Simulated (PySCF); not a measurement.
# C3H9P: single-point calculation

- system: C3H9P
- method: revPBE/6-31G*, RKS (PySCF 2.14.0)

The geometry comes from this level: GFN2-xTB.

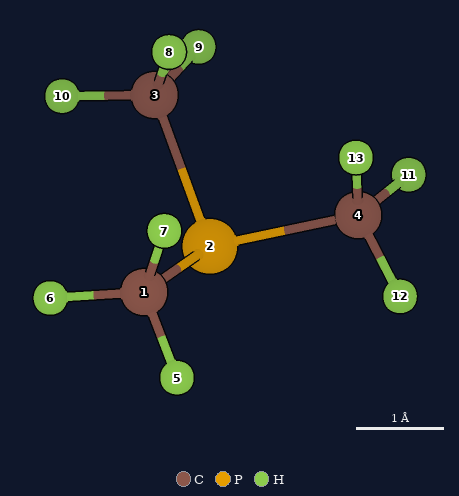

Fig. 1: The structure (ball-and-stick view, seen at a tilt; atoms are numbered from 1 in the order of the input).

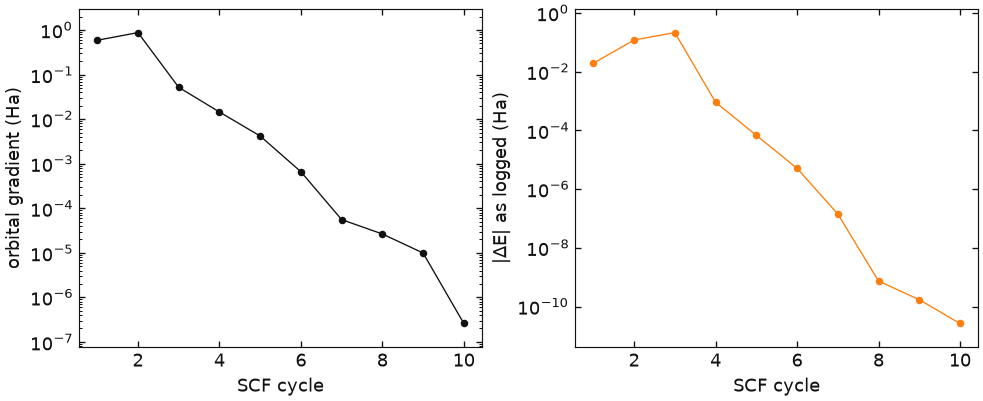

Fig. 2: Convergence of the self-consistent field: orbital gradient and size of the energy change against the SCF cycle. The residual falls almost steadily, with no more than small rises.

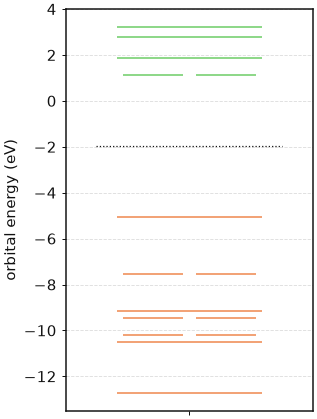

Fig. 3: Orbital energies near the frontier; the dotted line parts filled from empty levels, and levels within 0.02 eV of each other stand side by side. Highest filled −5.05 eV, lowest empty 1.15 eV, 6.20 eV apart.

The input and output of the run follow.

## Input (calc.py)
```python
from pyscf import gto, dft

mol = gto.M(
    atom='input.xyz',
    max_memory=1860,
    verbose=4,
    basis='6-31g*',
    spin=0,
)

myscf = dft.RKS(mol, xc='revpbe')
myscf.conv_tol = 1e-10
myscf.grids.level = 5
myscf.kernel()
if not myscf.converged:
    myscf = myscf.newton().run(myscf.mo_coeff, myscf.mo_occ)

energy = myscf.e_tot
print('E = %.10f Eh' % energy)
```

## File input.xyz
```
13

C     -0.509560     1.418050    -0.580630
P      0.670130    -0.007830    -0.684720
C      1.185620    -0.042190     1.095420
C     -0.577180    -1.377100    -0.616120
H     -1.035580     1.515010    -1.528390
H      0.053620     2.332610    -0.405360
H     -1.232410     1.277360     0.222340
H      0.322970     0.002540     1.759770
H      1.743620    -0.956940     1.286070
H      1.839240     0.804980     1.292380
H     -0.056590    -2.328740    -0.528620
H     -1.149500    -1.382750    -1.540920
H     -1.254380    -1.255000     0.228780
```

Launch command:
```bash
OMP_NUM_THREADS=1 python calc.py
```

## Output
```
PySCF version 2.14.0

[INPUT] num. atoms = 13
[INPUT] num. electrons = 42
[INPUT] charge = 0
[INPUT] spin (= nelec alpha-beta = 2S) = 0
[INPUT] symmetry False subgroup None
[INPUT] Mole.unit = angstrom
[INPUT] Symbol           X                Y                Z      unit          X                Y                Z       unit  Magmom
[INPUT]  1 C     -0.509560000000   1.418050000000  -0.580630000000 AA   -0.962928844033   2.679726130939  -1.097231679706 Bohr   0.0
[INPUT]  2 P      0.670130000000  -0.007830000000  -0.684720000000 AA    1.266362167855  -0.014796555555  -1.293933272012 Bohr   0.0
[INPUT]  3 C      1.185620000000  -0.042190000000   1.095420000000 AA    2.240497087807  -0.079727545195   2.070043791371 Bohr   0.0
[INPUT]  4 C     -0.577180000000  -1.377100000000  -0.616120000000 AA   -1.090712124576  -2.602341846139  -1.164298059867 Bohr   0.0
[INPUT]  5 H     -1.035580000000   1.515010000000  -1.528390000000 AA   -1.956962580077   2.862953975977  -2.888238511524 Bohr   0.0
[INPUT]  6 H      0.053620000000   2.332610000000  -0.405360000000 AA    0.101327114799   4.407994055422  -0.766019381854 Bohr   0.0
[INPUT]  7 H     -1.232410000000   1.277360000000   0.222340000000 AA   -2.328917373175   2.413860562474   0.420161706536 Bohr   0.0
[INPUT]  8 H      0.322970000000   0.002540000000   1.759770000000 AA    0.610324846451   0.004799904356   3.325483342226 Bohr   0.0
[INPUT]  9 H      1.743620000000  -0.956940000000   1.286070000000 AA    3.294964265314  -1.808354517641   2.430320077019 Bohr   0.0
[INPUT] 10 H      1.839240000000   0.804980000000   1.292380000000 AA    3.475659877345   1.521191735752   2.442244248865 Bohr   0.0
[INPUT] 11 H     -0.056590000000  -2.328740000000  -0.528620000000 AA   -0.106939601389  -4.400680815320  -0.998947023968 Bohr   0.0
[INPUT] 12 H     -1.149500000000  -1.382750000000  -1.540920000000 AA   -2.172240180188  -2.613018798742  -2.911916779865 Bohr   0.0
[INPUT] 13 H     -1.254380000000  -1.255000000000   0.228780000000 AA   -2.370434656132  -2.371606286329   0.432331542778 Bohr   0.0

nuclear repulsion = 177.672636205903
number of shells = 44
number of NR pGTOs = 168
number of NR cGTOs = 78
basis = 6-31g*
ecp = {}

******** <class 'pyscf.dft.rks.RKS'> ********
method = RKS
initial guess = minao
damping factor = 0
level_shift factor = 0
DIIS = <class 'pyscf.scf.diis.CDIIS'>
diis_start_cycle = 1
diis_space = 8
diis_damp = 0
SCF conv_tol = 1e-10
SCF conv_tol_grad = None
SCF max_cycles = 50
direct_scf = True
direct_scf_tol = 1e-13
XC library pyscf.dft.libxc version 7.0.0
    S. Lehtola, C. Steigemann, M. J.T. Oliveira, and M. A.L. Marques.,  SoftwareX 7, 1–5 (2018)
XC functionals = revpbe
    Y. Zhang and W. Yang.,  Phys. Rev. Lett. 80, 890 (1998)
    J. P. Perdew, K. Burke, and M. Ernzerhof.,  Phys. Rev. Lett. 77, 3865 (1996)
    J. P. Perdew, K. Burke, and M. Ernzerhof.,  Phys. Rev. Lett. 78, 1396 (1997)
radial grids:
    Treutler-Ahlrichs [JCP 102, 346 (1995); DOI:10.1063/1.469408] (M4) radial grids

becke partition: Becke, JCP 88, 2547 (1988); DOI:10.1063/1.454033
pruning grids: <function nwchem_prune>
grids dens level: 5
symmetrized grids: False
atomic radii adjust function: <function treutler_atomic_radii_adjust>
small_rho_cutoff = 0
Set gradient conv threshold to 1e-05
Initial guess from minao.
tot grids = 384384
init E= -460.886540875677
  HOMO = -0.265231419437538  LUMO = -0.025663531721662  gap/eV = 6.51897
cycle= 1 E= -460.866899481286  delta_E= 0.0196  |g|= 0.591  |ddm|= 3.07
  HOMO = -0.140250290849073  LUMO = 0.0887210328964029  gap/eV = 6.23063
cycle= 2 E= -460.74614100537  delta_E= 0.121  |g|= 0.878  |ddm|= 1.48
  HOMO = -0.177240037820417  LUMO = 0.0472335316687457  gap/eV = 6.10824
cycle= 3 E= -460.961793034077  delta_E= -0.216  |g|= 0.0519  |ddm|= 0.91
  HOMO = -0.187728299209148  LUMO = 0.0405193749998174  gap/eV = 6.21094
cycle= 4 E= -460.962706166528  delta_E= -0.000913  |g|= 0.0145  |ddm|= 0.117
  HOMO = -0.185406887381911  LUMO = 0.0425047477861774  gap/eV = 6.20179
cycle= 5 E= -460.962774427655  delta_E= -6.83e-05  |g|= 0.00419  |ddm|= 0.0266
  HOMO = -0.185886884786333  LUMO = 0.0421035065824538  gap/eV = 6.20393
cycle= 6 E= -460.962779539232  delta_E= -5.11e-06  |g|= 0.000661  |ddm|= 0.00587
  HOMO = -0.185760098989585  LUMO = 0.0421778842212152  gap/eV = 6.20251
cycle= 7 E= -460.962779681608  delta_E= -1.42e-07  |g|= 5.56e-05  |ddm|= 0.00118
  HOMO = -0.185763750740975  LUMO = 0.0421761099193052  gap/eV = 6.20256
cycle= 8 E= -460.962779682348  delta_E= -7.4e-10  |g|= 2.65e-05  |ddm|= 8.88e-05
  HOMO = -0.185764418540793  LUMO = 0.0421753110242775  gap/eV = 6.20256
cycle= 9 E= -460.962779682519  delta_E= -1.71e-10  |g|= 9.9e-06  |ddm|= 4.06e-05
  HOMO = -0.185764865154755  LUMO = 0.0421749944687825  gap/eV = 6.20256
cycle= 10 E= -460.962779682546  delta_E= -2.64e-11  |g|= 2.59e-07  |ddm|= 1.14e-05
  HOMO = -0.185764880706187  LUMO = 0.0421749800824848  gap/eV = 6.20256
Extra cycle  E= -460.962779682549  delta_E= -3.3e-12  |g|= 1.74e-07  |ddm|= 6.59e-07
converged SCF energy = -460.962779682549
E = -460.9627796825 Eh
```

## Results in brief

```tsv
quantity	value
outcome	converged
total energy	−460.962780 hartree
basis functions	78
HOMO	−5.05 eV
LUMO	1.15 eV
dipole moment	1.43 D
hardware	1 thread of Intel Xeon @ 2.70GHz, 189 GiB of memory available, shared host
wall time	24 s
peak memory	0.41 GiB
```
